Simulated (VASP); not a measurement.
Band structure of PbS (relaxed from the GeS structure, space group Pnma). Computed with r2SCAN meta-GGA, VASP's PBE PAW potentials (set 64) (plane waves; VASP).

The path is coarsely sampled, so an indirect gap can come out somewhat too large. Unless said otherwise, spin-orbit coupling is left out, though it shifts the bands of the heavy elements here.

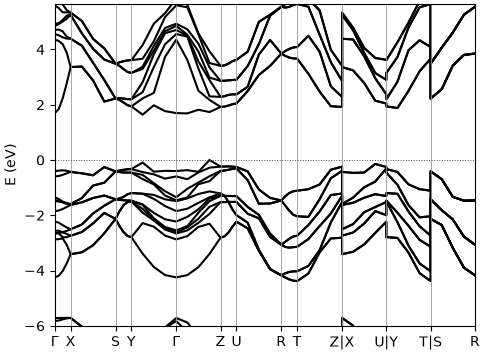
Figure. Bands along high-symmetry lines, zero at the valence-band maximum or, without a gap, the Fermi level

### Question
Read the plot: is there a gap, and where are the band edges?

### Answer
The gap is indirect, 1.64 eV, from the valence maximum at Γ-Z at 0.75 to the conduction minimum at Y-Γ at 0.25.

The structure was generated: PbS was put into the GeS type (Pnma), which need not be its known phase. It was relaxed first, which changed the volume by -8 %.
